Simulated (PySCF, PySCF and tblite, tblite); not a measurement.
# 2-ethylacrolein (C₅H₈O): a path driven as rotation about a bond, and NMR exchange

How fast is rotation about a bond in 2-ethylacrolein (C₅H₈O) (`C=C(C=O)CC`), and when do the exchanging lines merge?

Programs: PySCF 2.14.0 with density-fitted response routines of our own, and tblite 0.8.0. All values are computed, except where a source is named. Atoms count from 0 throughout.

## (1) The molecule as given

14 atoms, charge 0, multiplicity 1; geometry from: force field or distance geometry start.

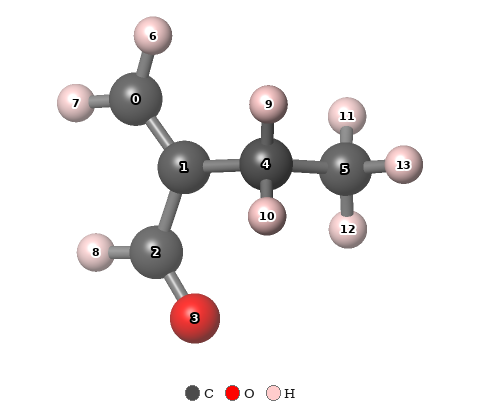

The starting geometry (carbon dark grey, oxygen red, hydrogen pink), atoms numbered.

## (2) GFN2-xTB relaxation, start minimum

The job: settings as JSON, then the geometry in Å.

```
{"job": {"xc": "GFN2-xTB", "basis": "xTB", "kind": "relax"}, "charge": 0, "multiplicity": 1}
C     -0.872900     1.668000    -0.104400
C     -0.640400     0.366600     0.051900
C     -1.633100    -0.610400    -0.445300
O     -1.525600    -1.810800    -0.321000
C      0.572900    -0.183800     0.775500
C      1.605900    -0.734100    -0.203400
H     -0.183800     2.422000     0.260200
H     -1.764700     2.045600    -0.600300
H     -2.510300    -0.172000    -0.960300
H      1.038600     0.603900     1.376400
H      0.270600    -0.966700     1.473100
H      1.948400     0.037200    -0.895100
H      1.206300    -1.565700    -0.777200
H      2.487500    -1.100100     0.347700
```

Launch:

```
OMP_NUM_THREADS=1 python ens_run.py task.json out
```

One launch serves the whole session.

Output:

```text
step      E/eV     max force
  0    -511.48720    0.718
  1    -511.49630    0.739
  2    -511.50317    0.228
  3    -511.50675    0.194
  4    -511.51121    0.265
  5    -511.51278    0.159
  6    -511.51381    0.084
  7    -511.51438    0.066
  8    -511.51467    0.047
  9    -511.51491    0.047
 10    -511.51523    0.071
 11    -511.51559    0.071
 12    -511.51591    0.052
 13    -511.51617    0.038
 14    -511.51646    0.064
 15    -511.51684    0.093
 16    -511.51724    0.080
 17    -511.51752    0.040
 18    -511.51769    0.045
 19    -511.51783    0.042
 20    -511.51796    0.045
 21    -511.51805    0.027
 22    -511.51811    0.022
 23    -511.51816    0.022
 24    -511.51821    0.030
 25    -511.51827    0.025
 26    -511.51830    0.014
 27    -511.51832    0.011
 28    -511.51834    0.015
 29    -511.51836    0.016
 30    -511.51838    0.013
 31    -511.51840    0.011
 32    -511.51841    0.013
 33    -511.51843    0.012
 34    -511.51845    0.011
 35    -511.51846    0.009
 36    -511.51847    0.009
 37    -511.51848    0.011
 38    -511.51849    0.009
 39    -511.51849    0.007
 40    -511.51850    0.008
 41    -511.51850    0.009
 42    -511.51852    0.010
 43    -511.51853    0.011
 44    -511.51855    0.012
 45    -511.51857    0.013
 46    -511.51859    0.012
 47    -511.51860    0.009
 48    -511.51861    0.008
 49    -511.51862    0.009
 50    -511.51863    0.009
 51    -511.51863    0.006
 52    -511.51864    0.004
 53    -511.51864    0.004
 54    -511.51864    0.006
 55    -511.51864    0.005
 56    -511.51865    0.005
 57    -511.51865    0.004
 58    -511.51865    0.006
 59    -511.51865    0.007
 60    -511.51866    0.006
 61    -511.51866    0.006
 62    -511.51866    0.004
 63    -511.51867    0.007
 64    -511.51867    0.008
 65    -511.51867    0.006
 66    -511.51868    0.006
 67    -511.51868    0.007
 68    -511.51869    0.010
 69    -511.51869    0.010
 70    -511.51870    0.009
 71    -511.51871    0.009
 72    -511.51872    0.011
 73    -511.51874    0.023
 74    -511.51875    0.012
 75    -511.51876    0.010
 76    -511.51877    0.008
 77    -511.51878    0.011
 78    -511.51879    0.010
 79    -511.51880    0.006
 80    -511.51880    0.003
```

Run time: 0.27 s. Hardware: 1 thread of Arm Neoverse V2, shared host.

Relaxing gained 0.032 eV and moved the atoms by 0.06 Å on average (rms).

## (3) Relaxed scan, rotation

The job: settings as JSON, then the geometry in Å.

```
{"job": {"xc": "GFN2-xTB", "basis": "xTB", "coordinate": [["t", [0, 1, 2, 3], 0.25], ["t", [0, 1, 2, 8], 0.25], ["t", [4, 1, 2, 3], 0.25], ["t", [4, 1, 2, 8], 0.25]], "kind": "drive"}, "charge": 0, "multiplicity": 1}
C     -0.847703     1.656779    -0.121969
C     -0.636955     0.358321     0.087979
C     -1.610728    -0.626015    -0.412885
O     -1.549909    -1.816383    -0.243276
C      0.567185    -0.187115     0.797812
C      1.594484    -0.704638    -0.211018
H     -0.163996     2.408737     0.235135
H     -1.715153     2.011593    -0.654356
H     -2.449915    -0.172339    -0.978021
H      1.017450     0.587843     1.419876
H      0.251719    -1.015702     1.434590
H      1.916731     0.096936    -0.872624
H      1.161883    -1.500173    -0.812214
H      2.464228    -1.098316     0.308805
```

Output:

```text
point  coordinate     E/eV
  0    -72.200     -511.50551
  1    -57.400     -511.46813
  2    -42.500     -511.41299
  3    -27.400     -511.35769
  4    -12.300     -511.31412
  5      3.000     -511.30098
  6     18.200     -511.31675
  7     33.400     -511.35560
  8     48.400     -511.40509
  9     63.400     -511.45186
 10     78.200     -511.48178
 11     93.000     -511.49548
```

Wall time 0.97 s (1 thread of Arm Neoverse V2, shared host).

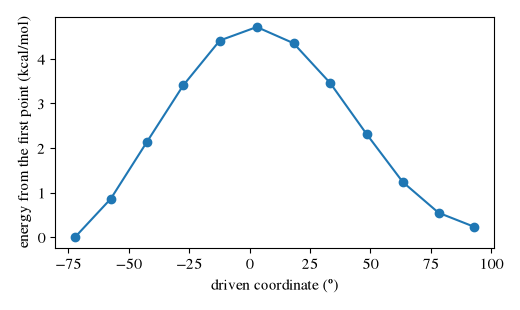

Energy along the scan.

## (4) Nudged elastic band, leg 1

Changed since step 3:

```diff
@@ -1,2 +1,2 @@
-{"job": {"xc": "GFN2-xTB", "basis": "xTB", "coordinate": [["t", [0, 1, 2, 3], 0.25], ["t", [0, 1, 2, 8], 0.25], ["t", [4, 1, 2, 3], 0.25], ["t", [4, 1, 2, 8], 0.25]], "kind": "drive"}, "charge": 0, "multiplicity": 1}
+{"job": {"xc": "GFN2-xTB", "basis": "xTB", "kind": "neb"}, "charge": 0, "multiplicity": 1}
 C     -0.847703     1.656779    -0.121969
```

Output:

```text
image   E - E0 / eV
  0       0.0000
  1       0.0755
  2       0.1903
  3       0.2104
  4       0.1281
  5       0.0457
  6       0.0207
```

It took 0.62 s on 1 thread of Arm Neoverse V2, shared host.

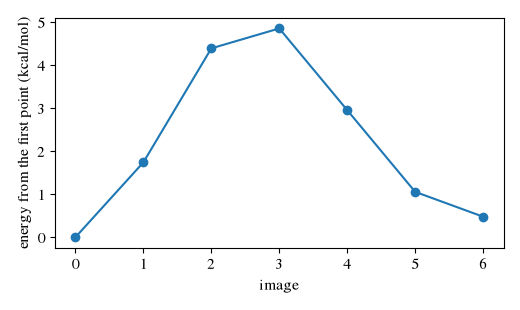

Energy along the band.

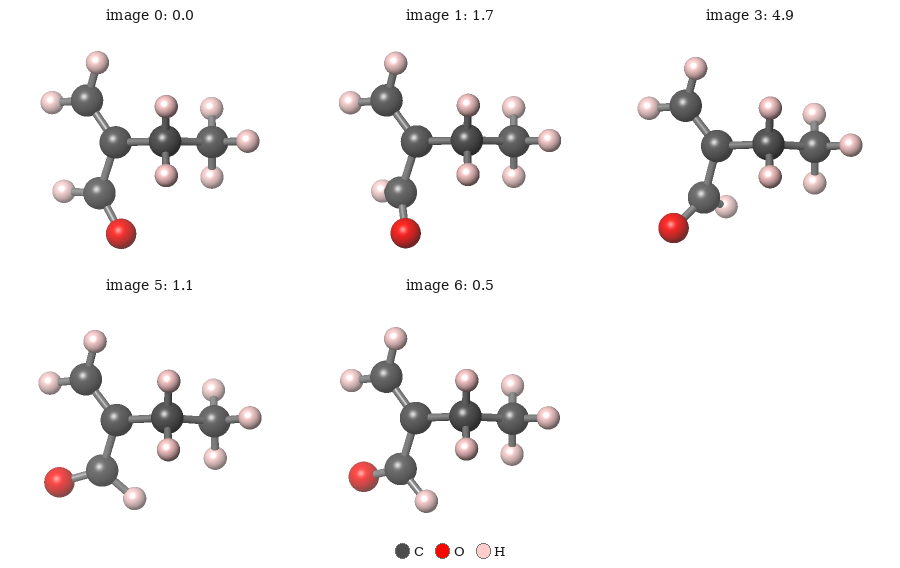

Images along the band, with energies in kcal/mol.

## (5) Saddle search, leg 1

The job: settings as JSON, then the geometry in Å.

```
{"job": {"xc": "GFN2-xTB", "basis": "xTB", "kind": "saddle"}, "charge": 0, "multiplicity": 1}
C     -0.953193     1.666024     0.097432
C     -0.656695     0.377148     0.132992
C     -1.571799    -0.649408    -0.431175
O     -2.577663    -1.049954     0.083014
C      0.612835    -0.171819     0.729512
C      1.585045    -0.697607    -0.327300
H     -0.280498     2.406113     0.497114
H     -1.871058     2.029669    -0.333637
H     -1.231928    -1.059365    -1.406997
H      1.096827     0.620423     1.303469
H      0.349573    -0.983581     1.413543
H      1.873231     0.097290    -1.012048
H      1.141958    -1.507759    -0.900412
H      2.483364    -1.077175     0.154492
```

Output:

```text
step      E/eV     max force
  0    -511.30839   0.0563
  1    -511.30441   0.2103
  2    -511.30634   0.0469
  3    -511.30413   0.0786
  4    -511.30248   0.2071
  5    -511.30322   0.1526
  6    -511.30395   0.0411
  7    -511.30362   0.0280
  8    -511.30322   0.0277
  9    -511.30281   0.0411
 10    -511.30258   0.0511
 11    -511.30258   0.0316
 12    -511.30273   0.0103
 13    -511.30279   0.0090
 14    -511.30280   0.0058
 15    -511.30280   0.0014
lowest wavenumbers (cm-1): -115.3 43.8 196.1 232.4 271.4 316.3
```

Wall time 1.7 s (1 thread of Arm Neoverse V2, shared host).

Point group C1; 1 imaginary mode, 115i cm⁻¹, carried by O3, H8, C2. Steps downhill from it reached both ends.

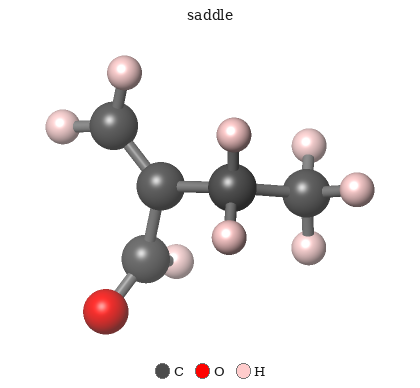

The saddle point.

## (6) Shieldings, start: BHandHLYP/pcSseg-1

The job: settings as JSON, then the geometry in Å.

```
{"job": {"kind": "nmr", "xc": "BHandHLYP", "basis": "pcSseg-1", "pop": false}, "charge": 0, "multiplicity": 1}
C     -0.847703     1.656779    -0.121969
C     -0.636955     0.358321     0.087979
C     -1.610728    -0.626015    -0.412885
O     -1.549909    -1.816383    -0.243276
C      0.567185    -0.187115     0.797812
C      1.594484    -0.704638    -0.211018
H     -0.163996     2.408737     0.235135
H     -1.715153     2.011593    -0.654356
H     -2.449915    -0.172339    -0.978021
H      1.017450     0.587843     1.419876
H      0.251719    -1.015702     1.434590
H      1.916731     0.096936    -0.872624
H      1.161883    -1.500173    -0.812214
H      2.464228    -1.098316     0.308805
```

Output:

```text
coarse grid: 11480 points
cycle   1  E = -270.1873374082  dE =  9.076e-01  |g| = 7.484e-01  |ddm| = 3.232e+00
cycle   2  E = -270.0405172892  dE =  1.468e-01  |g| = 1.192e+00  |ddm| = 1.910e+00
cycle   3  E = -270.3071797909  dE = -2.667e-01  |g| = 6.642e-02  |ddm| = 1.368e+00
cycle   4  E = -270.3081342307  dE = -9.544e-04  |g| = 4.053e-02  |ddm| = 8.541e-02
cycle   5  E = -270.3085525383  dE = -4.183e-04  |g| = 5.546e-03  |ddm| = 4.915e-02
cycle   6  E = -270.3085628167  dE = -1.028e-05  |g| = 2.230e-03  |ddm| = 1.006e-02
cycle   7  E = -270.3085642882  dE = -1.471e-06  |g| = 9.683e-04  |ddm| = 5.896e-03
final grid: 110224 points
cycle   8  E = -270.3482445200  dE = -1.520e-05  |g| = 3.458e-03  |ddm| = 1.365e-02
cycle   9  E = -270.3482440832  dE =  4.369e-07  |g| = 3.975e-03  |ddm| = 5.768e-03
cycle  10  E = -270.3482473729  dE = -3.290e-06  |g| = 6.884e-04  |ddm| = 3.468e-03
cycle  11  E = -270.3482474609  dE = -8.798e-08  |g| = 1.409e-04  |ddm| = 5.800e-04
cycle  12  E = -270.3482474649  dE = -4.016e-09  |g| = 5.540e-05  |ddm| = 2.036e-04
cycle  13  E = -270.3482474657  dE = -8.419e-10  |g| = 1.893e-05  |ddm| = 5.408e-05
converged SCF energy = -270.3482474657

GIAO shielding tensors (ppm)
atom      isotropic    diamagn.    paramagn.     s11        s22        s33       span
  0 C       45.584     254.202    -208.618    -77.514     55.824    158.444    235.958
  1 C       23.858     264.734    -240.876    -95.028     14.702    151.899    246.927
  2 C      -12.983     244.505    -257.488   -106.599    -17.449     85.101    191.700
  3 O     -345.521     401.517    -747.039   -977.569   -433.559    374.564   1352.133
  4 C      159.372     244.947     -85.575    146.991    160.696    170.430     23.440
  5 C      168.026     246.922     -78.896    151.681    166.928    185.469     33.789
  6 H       25.389      31.898      -6.509     21.417     24.889     29.861      8.444
  7 H       25.903      31.096      -5.193     22.442     25.830     29.437      6.995
  8 H       22.385      28.762      -6.377     20.776     22.081     24.298      3.522
  9 H       29.972      31.833      -1.861     25.727     28.858     35.330      9.603
 10 H       29.105      31.021      -1.917     26.228     26.962     34.124      7.896
 11 H       31.232      30.995       0.236     27.144     29.834     36.717      9.574
 12 H       30.471      30.866      -0.395     25.925     29.952     35.535      9.610
 13 H       30.682      29.278       1.403     26.759     27.510     37.776     11.016
```

Wall time 11 s (1 thread of Arm Neoverse V2, shared host); peak memory 0.71 GiB.

In short: HOMO -9.02 eV, LUMO -0.58 eV; dipole 3.07 D.

## (7) Shieldings, saddle of leg 1: BHandHLYP/pcSseg-1

The job: settings as JSON, then the geometry in Å.

```
{"job": {"kind": "nmr", "xc": "BHandHLYP", "basis": "pcSseg-1", "pop": false}, "charge": 0, "multiplicity": 1}
C     -0.963480     1.676454     0.117148
C     -0.641964     0.393670     0.132715
C     -1.529930    -0.633246    -0.478250
O     -2.438875    -1.187035     0.072171
C      0.622242    -0.148526     0.743189
C      1.556022    -0.744116    -0.311264
H     -0.322207     2.423172     0.554996
H     -1.878833     2.028570    -0.327353
H     -1.271457    -0.872990    -1.532983
H      1.133446     0.658951     1.270549
H      0.359311    -0.921493     1.470061
H      1.784107    -0.005351    -1.076536
H      1.103747    -1.610430    -0.787731
H      2.487869    -1.057631     0.153288
```

Output:

```text
coarse grid: 11480 points
cycle   1  E = -270.1686658829  dE =  9.140e-01  |g| = 7.601e-01  |ddm| = 3.232e+00
cycle   2  E = -270.0296165000  dE =  1.390e-01  |g| = 1.195e+00  |ddm| = 1.406e+00
cycle   3  E = -270.2915962628  dE = -2.620e-01  |g| = 6.987e-02  |ddm| = 9.573e-01
cycle   4  E = -270.2925961272  dE = -9.999e-04  |g| = 4.332e-02  |ddm| = 9.291e-02
cycle   5  E = -270.2930628173  dE = -4.667e-04  |g| = 8.243e-03  |ddm| = 4.469e-02
cycle   6  E = -270.2930770370  dE = -1.422e-05  |g| = 4.204e-03  |ddm| = 1.029e-02
cycle   7  E = -270.2930817395  dE = -4.702e-06  |g| = 1.096e-03  |ddm| = 4.713e-03
final grid: 110224 points
cycle   8  E = -270.3328439056  dE = -1.457e-05  |g| = 3.489e-03  |ddm| = 1.113e-02
cycle   9  E = -270.3328434690  dE =  4.365e-07  |g| = 4.046e-03  |ddm| = 5.246e-03
cycle  10  E = -270.3328467116  dE = -3.243e-06  |g| = 6.926e-04  |ddm| = 3.055e-03
cycle  11  E = -270.3328468037  dE = -9.211e-08  |g| = 1.407e-04  |ddm| = 4.788e-04
cycle  12  E = -270.3328468081  dE = -4.443e-09  |g| = 4.107e-05  |ddm| = 1.513e-04
cycle  13  E = -270.3328468085  dE = -4.238e-10  |g| = 1.622e-05  |ddm| = 5.607e-05
converged SCF energy = -270.3328468085

GIAO shielding tensors (ppm)
atom      isotropic    diamagn.    paramagn.     s11        s22        s33       span
  0 C       70.713     251.705    -180.992    -37.204     87.002    162.341    199.545
  1 C       21.087     265.715    -244.628   -104.384     30.328    137.319    241.703
  2 C      -21.947     247.314    -269.262   -124.433    -42.470    101.062    225.495
  3 O     -409.956     397.564    -807.521  -1115.996   -487.007    373.134   1489.130
  4 C      151.873     244.840     -92.967    140.605    144.779    170.236     29.630
  5 C      169.956     247.126     -77.171    155.613    171.101    183.153     27.540
  6 H       26.674      31.572      -4.897     23.792     25.961     30.270      6.477
  7 H       26.959      30.099      -3.141     23.804     26.248     30.825      7.021
  8 H       21.433      28.912      -7.480     18.873     21.170     24.254      5.381
  9 H       29.648      31.883      -2.234     25.759     29.062     34.125      8.366
 10 H       29.479      30.577      -1.099     25.867     28.218     34.351      8.485
 11 H       30.722      30.651       0.071     27.035     29.216     35.915      8.880
 12 H       30.468      30.528      -0.060     26.394     28.989     36.020      9.626
 13 H       30.542      29.009       1.533     26.389     27.801     37.436     11.047
```

It took 15 s on 1 thread of Arm Neoverse V2, shared host; peak memory 0.72 GiB.

This run: HOMO -8.84 eV, LUMO 0.44 eV; dipole 2.96 D.

Orbitals, density, ELF and potential are computed afterwards from the orbital file.

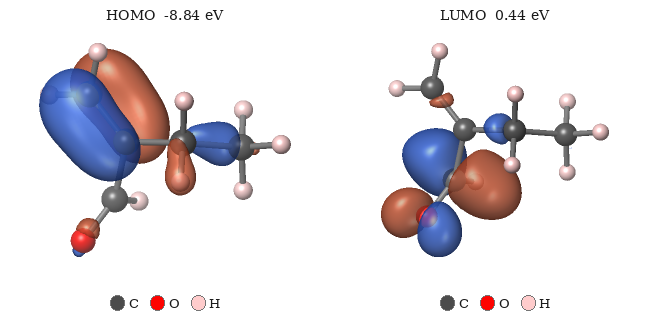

Frontier orbitals at BHandHLYP/pcSseg-1; each surface holds 70 % of the orbital's density, blue and red mark the sign.

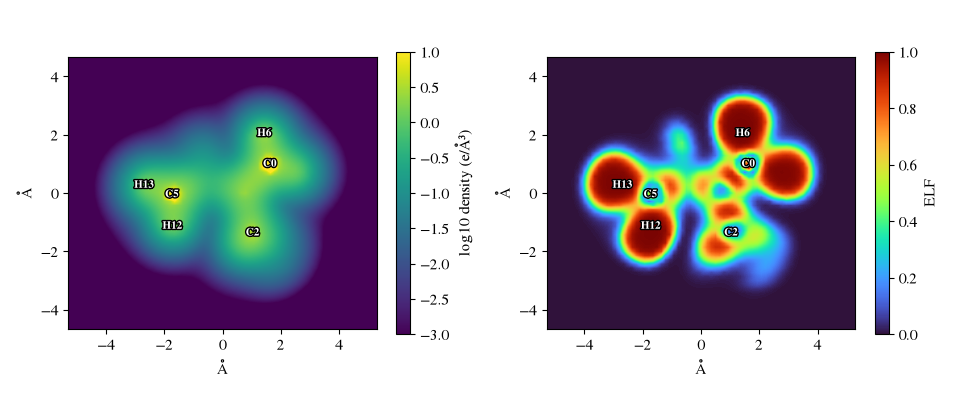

Density (left) and ELF (right) in a plane through or near 6 of the atoms.

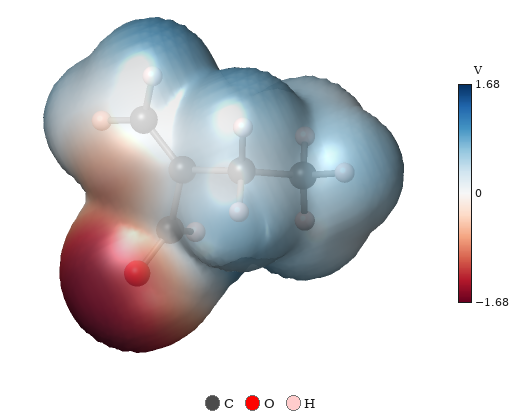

The potential that a unit positive charge feels on the 0.002 e/bohr³ surface, from the 1st to the 99th percentile, from -1.68 V near O3 to 1.02 V near H12.

## (8) Shieldings, end: BHandHLYP/pcSseg-1

The job: settings as JSON, then the geometry in Å.

```
{"job": {"kind": "nmr", "xc": "BHandHLYP", "basis": "pcSseg-1", "pop": false}, "charge": 0, "multiplicity": 1}
C     -0.957145     1.613076     0.162427
C     -0.640880     0.318744     0.185570
C     -1.594561    -0.666560    -0.356729
O     -2.647153    -0.406405    -0.880509
C      0.659605    -0.213675     0.713061
C      1.591877    -0.599430    -0.437100
H     -0.301609     2.375457     0.548377
H     -1.900353     1.932723    -0.249279
H     -1.267465    -1.719188    -0.237843
H      1.141946     0.543033     1.333504
H      0.468545    -1.093319     1.332797
H      1.812660     0.270794    -1.050995
H      1.131709    -1.355249    -1.069574
H      2.526530    -0.996546    -0.048585
```

Output:

```text
coarse grid: 11480 points
cycle   1  E = -270.1812823175  dE =  9.071e-01  |g| = 7.551e-01  |ddm| = 3.228e+00
cycle   2  E = -270.0359659087  dE =  1.453e-01  |g| = 1.199e+00  |ddm| = 1.885e+00
cycle   3  E = -270.3025406913  dE = -2.666e-01  |g| = 6.956e-02  |ddm| = 1.331e+00
cycle   4  E = -270.3035131631  dE = -9.725e-04  |g| = 4.457e-02  |ddm| = 9.341e-02
cycle   5  E = -270.3040113945  dE = -4.982e-04  |g| = 8.731e-03  |ddm| = 5.070e-02
cycle   6  E = -270.3040280990  dE = -1.670e-05  |g| = 3.949e-03  |ddm| = 1.238e-02
cycle   7  E = -270.3040328063  dE = -4.707e-06  |g| = 1.373e-03  |ddm| = 5.734e-03
final grid: 110224 points
cycle   8  E = -270.3433795346  dE = -1.489e-05  |g| = 3.679e-03  |ddm| = 1.288e-02
cycle   9  E = -270.3433789325  dE =  6.021e-07  |g| = 4.315e-03  |ddm| = 6.164e-03
cycle  10  E = -270.3433826741  dE = -3.742e-06  |g| = 7.156e-04  |ddm| = 4.001e-03
cycle  11  E = -270.3433827702  dE = -9.602e-08  |g| = 1.373e-04  |ddm| = 5.700e-04
cycle  12  E = -270.3433827742  dE = -4.086e-09  |g| = 5.814e-05  |ddm| = 1.762e-04
cycle  13  E = -270.3433827751  dE = -8.392e-10  |g| = 1.610e-05  |ddm| = 7.331e-05
converged SCF energy = -270.3433827751

GIAO shielding tensors (ppm)
atom      isotropic    diamagn.    paramagn.     s11        s22        s33       span
  0 C       52.776     252.861    -200.085    -64.062     54.905    167.486    231.549
  1 C       32.588     264.142    -231.554    -93.707     40.039    151.432    245.139
  2 C      -11.307     246.364    -257.672   -108.225    -16.712     91.015    199.240
  3 O     -345.878     398.268    -744.146   -972.198   -450.817    385.380   1357.578
  4 C      155.807     245.127     -89.320    147.603    149.327    170.491     22.889
  5 C      167.534     246.812     -79.279    152.393    165.458    184.750     32.357
  6 H       26.123      31.782      -5.659     23.008     25.272     30.090      7.082
  7 H       25.211      30.852      -5.641     23.047     23.743     28.842      5.796
  8 H       22.343      29.498      -7.156     20.513     21.504     25.011      4.497
  9 H       29.516      31.567      -2.051     25.675     28.510     34.364      8.689
 10 H       29.525      30.805      -1.280     25.975     27.565     35.036      9.061
 11 H       30.963      30.640       0.323     27.043     29.346     36.501      9.458
 12 H       30.701      30.618       0.083     26.636     29.252     36.215      9.579
 13 H       30.539      29.074       1.466     26.501     27.555     37.562     11.060
```

It took 12 s on 1 thread of Arm Neoverse V2, shared host; peak memory 0.72 GiB.

In short: HOMO -8.81 eV, LUMO -0.66 eV; dipole 3.19 D.

[end of part 1 of 2]
